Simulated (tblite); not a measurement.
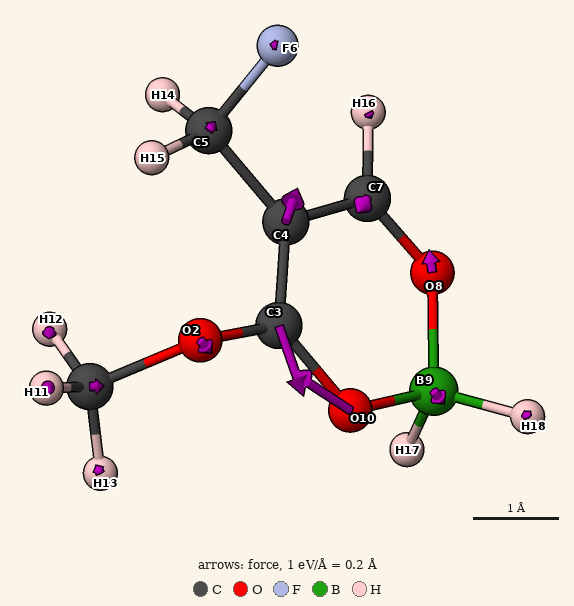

Starting geometry of C5H8BFO3 with the computed forces as purple arrows. The picture is a ball-and-stick view, seen at a tilt.

All numbers below come from GFN2-xTB geometry optimisation, gas phase (tblite 0.8.0). 

**What follows when this structure is relaxed?**

It isn't relaxed: the largest force vector, on an O atom, is 5.13 eV/Å. The final displacements have little in common with the starting forces (cosine between the two patterns 0.12). The atom that moves furthest after the best rigid fit is an H atom (1.87 Å). By element the largest moves are H 1.87 Å, O 0.82 Å, F 0.64 Å, C 0.60 Å, B 0.42 Å. Among the contacts that change: C–O 1.390 → 1.259 Å, B–O 1.468 → 1.558 Å, C–C 1.335 → 1.419 Å, C–C 1.462 → 1.384 Å. Among the angles between lasting bonds that change: H–B–H 108.8° → 116.1°, O–C–H 121.4° → 115.3°, O–B–H 112.2° → 106.9°. Groups turn about C–O by about 85°, C–C by about 30°. The energy falls by 134.6 kJ/mol in 216 geometry steps. Cost: 1.2 s on 1 thread of Arm Neoverse V2, with other jobs on the host.
